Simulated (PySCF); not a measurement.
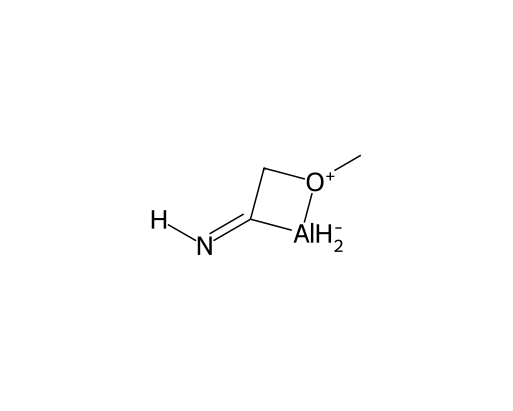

**Transcribe the drawing into SMILES.**

[H]/N=[C]1\C[O+](C)[AlH2-]1

**Give the formula, hydrogens included.**

C3H8AlNO.

**An optimisation with PBE0-D3(BJ)/def2-SVP gave a structure of which point group?**

Cs.

The parts below concern this one geometry. Atoms keep their numbers from picture to picture. Computed geometry: PBE0-D3(BJ)/def2-SVP optimisation. No frequency run is at hand to confirm it as a minimum.

### Geometry

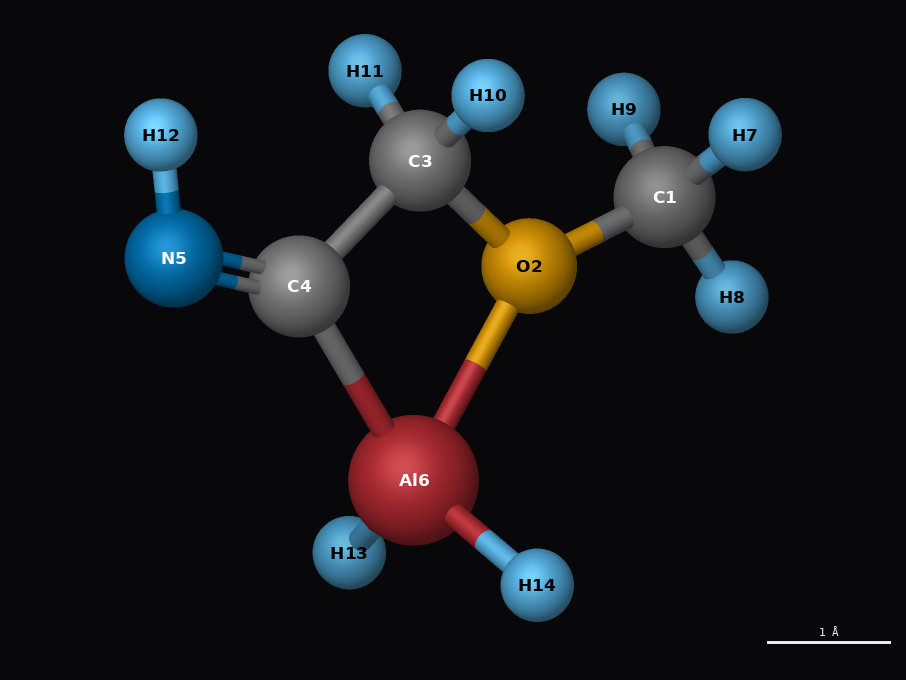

Atoms carry their numbers in the input. No frequency run is at hand to confirm it as a minimum.

Give the bond lengths.

```tsv
bond	length (Å)
C1–O2	1.407
C1–H7	1.102
C1–H8	1.097
C1–H9	1.102
O2–C3	1.436
O2–Al6	2.037
C3–C4	1.524
C3–H10	1.106
C3–H11	1.106
C4–N5	1.270
C4–Al6	2.019
N5–H12	1.032
Al6–H13	1.597
Al6–H14	1.597
```

### Levels of theory compared

No frequency run is at hand to confirm it as a minimum. Program: PySCF 2.14.0.

Compare HOMO energy (eV) at these levels: BHandHLYP/pcSseg-1; PBE0/6-311+G(2d,p); PBE0/IGLO-III; PBE0/STO-3G; PBE0/aug-cc-pVDZ; PBE0/def2-SVP; PBE0/pcSseg-0; PBE0/pcSseg-1; WP04/pcSseg-1; ωB97X-D/pcSseg-1.

```csv
level,HOMO energy (eV)
BHandHLYP/pcSseg-1,−7.69
"PBE0/6-311+G(2d,p)",−6.51
PBE0/IGLO-III,−6.49
PBE0/STO-3G,−3.46
PBE0/aug-cc-pVDZ,−6.49
PBE0/def2-SVP,−6.26
PBE0/pcSseg-0,−6.19
PBE0/pcSseg-1,−6.43
WP04/pcSseg-1,−7.59
ωB97X-D/pcSseg-1,−8.30
```

### NMR shielding

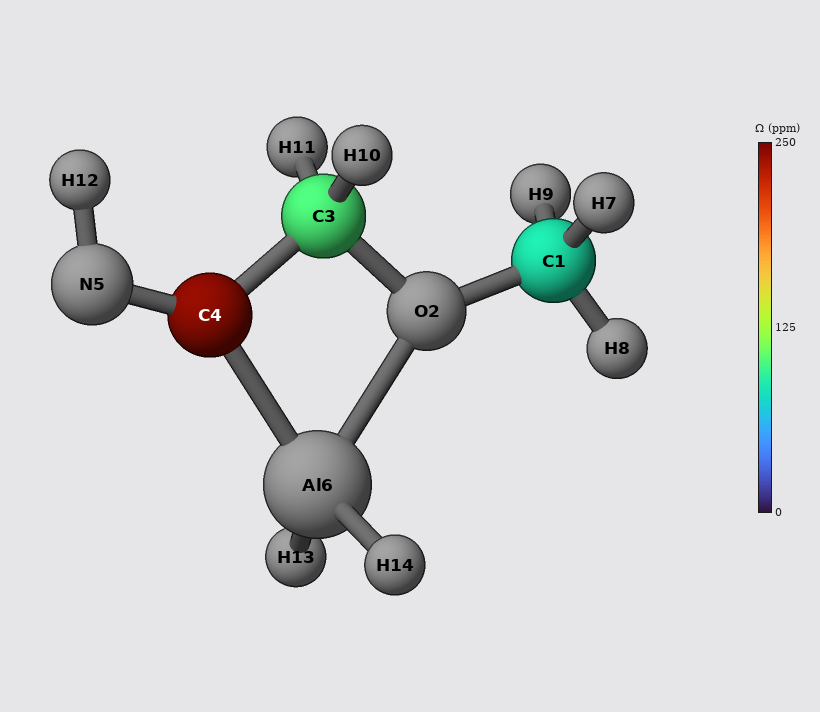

The C atoms are coloured by the span of their shielding tensor. No frequency run is at hand to confirm it as a minimum. Level of theory: GIAO CAM-B3LYP/pcSseg-1 NMR shielding, non-relativistic, gas phase (PySCF 2.14.0). Principal shieldings σ11 ≤ σ22 ≤ σ33, span Ω = σ33 − σ11, skew κ = 3(σiso − σ22)/Ω.

**Which C atom has the most anisotropic shielding?**

C4, with a span of 241 ppm.

Give the shielding tensors of the C atoms.

```json
{"atom": "C1", "σ11": "94.3", "σ22": "96.1", "σ33": "180.8", "σiso": "123.7", "Ω": "86.5", "κ": "0.96"}
{"atom": "C3", "σ11": "47.2", "σ22": "81.9", "σ33": "148.8", "σiso": "92.7", "Ω": "101.6", "κ": "0.32"}
{"atom": "C4", "σ11": "−140.4", "σ22": "−75.5", "σ33": "101.0", "σiso": "−38.3", "Ω": "241.5", "κ": "0.46"}
```

Shieldings and span in ppm.

### Dipole moment

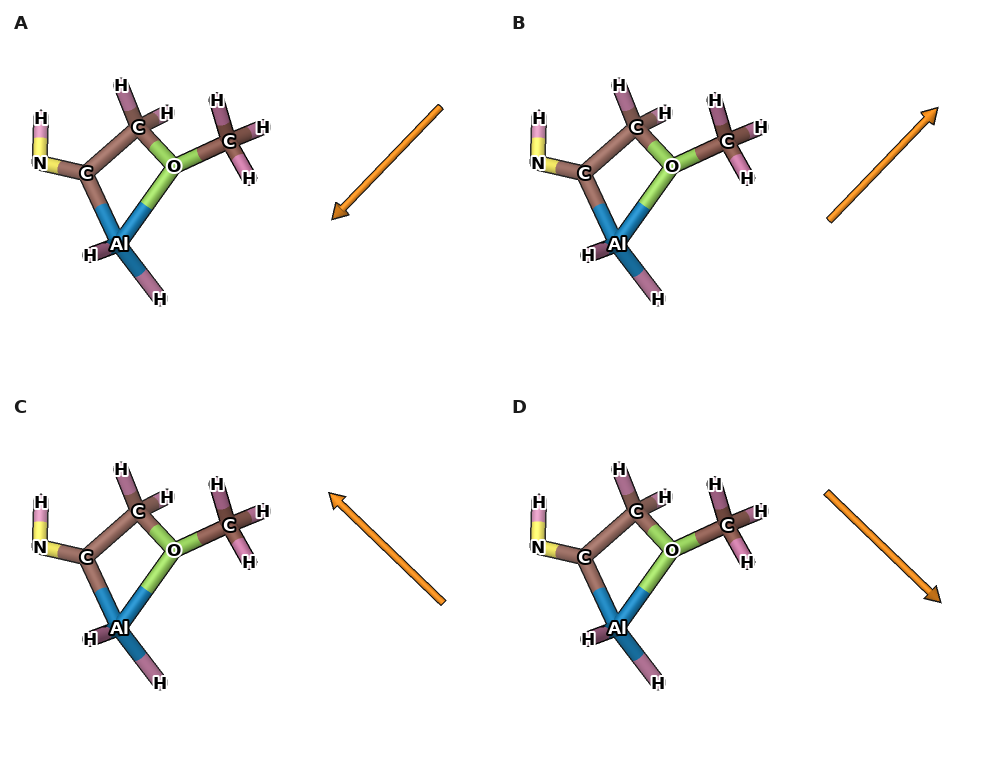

The same molecule four times, each with an arrow. No frequency run is at hand to confirm it as a minimum. Level of theory: WP04/pcSseg-1, gas phase (PySCF 2.14.0).

**Which arrow points along the dipole moment, from the negative to the positive end?**

B. The dipole moment is 5.91 D.
